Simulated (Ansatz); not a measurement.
## LiNbO3 (LiNbO3 type, space group R3c), energy against volume

LiNbO$_{3}$ (LiNbO3 type, space group R3c)

Space group R3c, hexagonal axes (No. 161); a = b = 5.135 Å, c = 13.825 Å, α = β = 90.00°, γ = 120.00°

| atom | site | symmetry | x | y | z |
|---|---|---|---|---|---|
| Li | 6a | 3. | 0.0000 | 0.0000 | 0.2974 |
| Nb | 6a | 3. | 0.0000 | 0.0000 | 0.0150 |
| O | 18b | 1 | 0.0467 | 0.3440 | 0.0793 |
(The calculation used a cell of 10 atoms; values per cell refer to that cell.)

Equation-of-state scan: isotropic scaling of the cell above, V₀ being its volume. The atoms relax within the cell's symmetry.

All values below come from PBEsol (plane waves to 420 eV, PAW, scalar-relativistic; Ansatz, a first-principles code). k mesh 8×8×8 (Γ-centred), Fermi-Dirac smearing 0.05 eV. Energies are smeared free energies. The points do not follow one Birch-Murnaghan curve well, so no fit is quoted. LiNbO3 is run without spin polarisation. LiNbO3 was relaxed with its symmetry unable to fall. ΔE is measured from the relaxed starting cell.

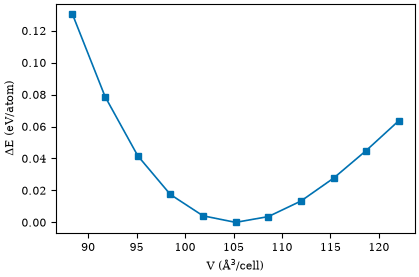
Figure. ΔE (eV/atom) against V (Å³/cell); markers are the computed points, lines only join them.

The energy cost of the largest compression comes out as 130.4 meV/atom. The energy cost of the largest expansion comes out as 63.6 meV/atom and the pressure at the smallest volume is 28.4 GPa.

(Under strain, the slope of the energy per volume gives the stress and its curvature an elastic modulus.)
